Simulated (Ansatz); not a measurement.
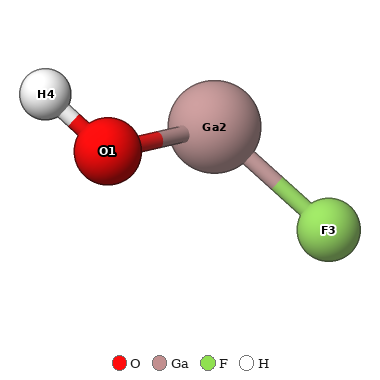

The system is FGaHO, SMILES [OH][Ga][F], spin multiplicity 2; the picture shows the reference structure. Coordinates scanned: (1) bond length O1–Ga2; (2) dihedral H4–O1–Ga2–F3. Nothing is relaxed (all other coordinates rigid). Grid: 9 × 9 points; 45 points were computed and 36 follow by symmetry. All energies are given in eV relative to the relaxed molecule at the same level. All numbers below come from Ansatz, UHF-MP2, frozen core/def2-TZVP.

Its coordinates:

```xyz
4

O    -0.9219    0.0552   -0.3281
Ga    0.8029    0.2193    0.1144
F     1.4383   -1.1447    1.0180
H    -1.2637    0.8100   -0.8245
```

Range: bond length O1–Ga2 from 1.574 to 2.235 Å; dihedral H4–O1–Ga2–F3 from −180 to 140°.

What landscape does the calculation give?

Answer. The lowest grid point is at bond length O1–Ga2 = 1.822 Å, dihedral H4–O1–Ga2–F3 = −180°, 0.013 eV from the relaxed molecule at the same level. A higher local minimum lies near bond length O1–Ga2 = 1.822 Å, dihedral H4–O1–Ga2–F3 = −20° (0.036 eV above the lowest at that grid point). The highest grid point, bond length O1–Ga2 = 2.235 Å, dihedral H4–O1–Ga2–F3 = −100°, lies 1.59 eV above the lowest. On the interpolated surface the easiest way out of the lowest well to the well at about bond length O1–Ga2 = 1.79 Å, dihedral H4–O1–Ga2–F3 = 0° passes a barrier of about 0.17 eV, counted from the interpolated bottom of the well. Round the minimum the two coordinates are nearly uncoupled.

```tsv
dihedral H4–O1–Ga2–F3 ↓, bond length O1–Ga2 →	1.574	1.656	1.739	1.822	1.904	1.987	2.070	2.152	2.235
140	0.90	0.34	0.10	0.08	0.19	0.40	0.68	1.07	1.55
100	1.02	0.45	0.20	0.17	0.27	0.47	0.74	1.11	1.60
60	0.98	0.41	0.17	0.14	0.25	0.45	0.72	1.07	1.58
20	0.85	0.30	0.06	0.05	0.17	0.38	0.66	0.99	1.48
−20	0.85	0.30	0.06	0.05	0.17	0.38	0.66	0.99	1.48
−60	0.98	0.41	0.17	0.14	0.25	0.45	0.72	1.07	1.58
−100	1.02	0.45	0.20	0.17	0.27	0.47	0.74	1.11	1.60
−140	0.90	0.34	0.10	0.08	0.19	0.40	0.68	1.07	1.55
−180	0.82	0.27	0.03	0.01	0.13	0.35	0.63	1.03	1.52
```

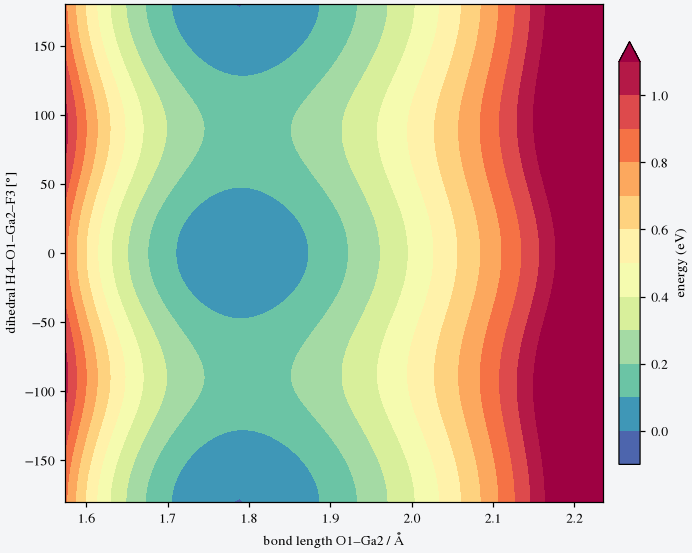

The picture shows filled contours, one colour for all values above the top of the scale. Between grid points the surface is interpolated.

Each point was launched as `ansatz run input.yaml --threads 1 --pin off --max-ram 2560MiB --backend cpu --events-out ev --progress --plain --runs-dir out`. Time for the 45 points that were run: 9.9 min on 1 thread of Arm Neoverse V1, with other jobs on the host.
